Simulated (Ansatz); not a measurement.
C₄H₄F₄

The calculation's input:

```
crystal:
  periodic: [false, false, false]
  atoms:
    - {symbol: F, position_ang: [-0.062215, 1.789126, -0.640460]}
    - {symbol: C, position_ang: [1.134577, 1.175244, -0.393606]}
    - {symbol: C, position_ang: [1.015182, -0.218900, 0.100360]}
    - {symbol: C, position_ang: [-0.049874, -0.968968, 0.344828]}
    - {symbol: C, position_ang: [-1.495764, -0.601622, 0.183812]}
    - {symbol: F, position_ang: [-1.824854, -0.301584, -1.076660]}
    - {symbol: F, position_ang: [-1.866555, 0.425140, 0.955343]}
    - {symbol: F, position_ang: [-2.255667, -1.651278, 0.543581]}
    - {symbol: H, position_ang: [1.721667, 1.178878, -1.320917]}
    - {symbol: H, position_ang: [1.682559, 1.772843, 0.346154]}
    - {symbol: H, position_ang: [1.986207, -0.674554, 0.283377]}
    - {symbol: H, position_ang: [0.091638, -1.979526, 0.708088]}
basis:
  gaussian: {orbitals: def2-TZVPP}
hamiltonian: {xc: pbe0, dispersion: d4}
output: {orbitals: {seedname: orbitals}}
```

Launched as:

```sh
ansatz run in.yaml --threads 4 --pin off --events-out ev --progress --plain --max-ram 11315MiB
```

Geometry: PBE0-D4/def2-TZVP.

Theory: Ansatz, RKS PBE0-D4/def2-TZVPP.

What can the converged electron density and electron localisation function tell about the bonding?

C–C (1.33 Å): the density is about 2.4 e/Å³ at the midpoint; the ELF peaks at about 0.90 between the atoms: a short, multiple covalent bond.
C–F (1.34 Å): the density is about 2.4 e/Å³ at the midpoint, with its minimum of 1.9 e/Å³ about 0.5 Å from C; the ELF peaks at about 0.85 between the atoms (a shared but strongly polarised pair).
C–H (1.08 Å): ρ is about 2.1 e/Å³ halfway; the ELF climbs to about 1 towards the hydrogen, as it does in any bond to H; a covalent bond by its length.
C–C (1.48 Å): ρ is about 1.8 e/Å³ halfway; the ELF peaks at about 0.95 between the atoms; localised, covalent bonding.

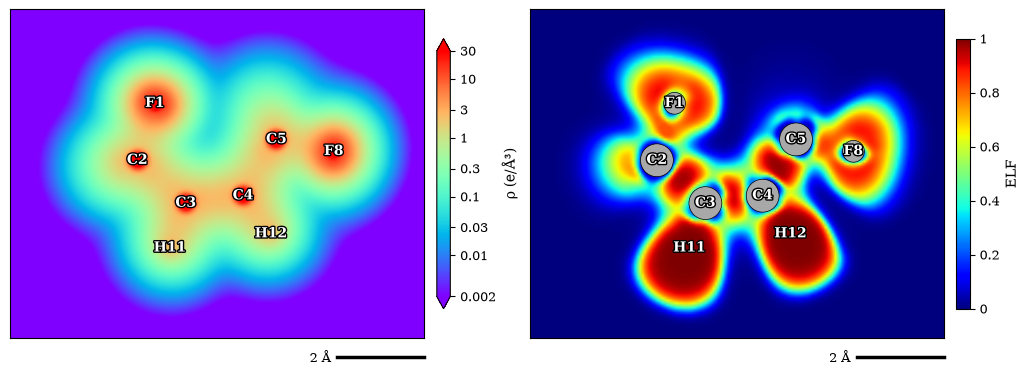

Computed electron density and electron localisation function on the plane of atoms C2, C3 and H11, in this order. Grey discs cover the atomic cores in the ELF map. 
